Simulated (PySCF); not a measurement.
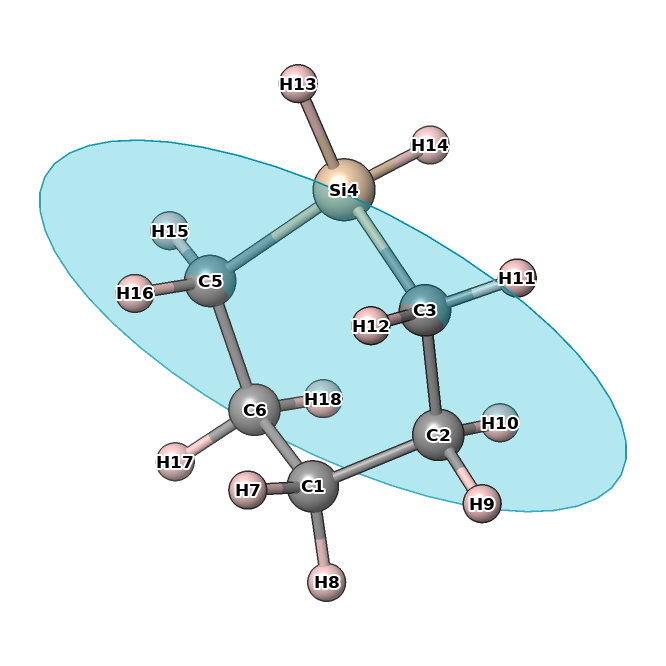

A disc through the centre of mass is drawn in. Atoms fade into the background with distance from the viewer. The geometry was computed by an optimisation with GFN2-xTB. No frequency run is at hand to confirm it as a minimum.

Is the plane of the disc a mirror plane of the structure?

Answer. No. The point group is Cs, with 1 mirror plane, and this plane isn't one of its mirror planes.
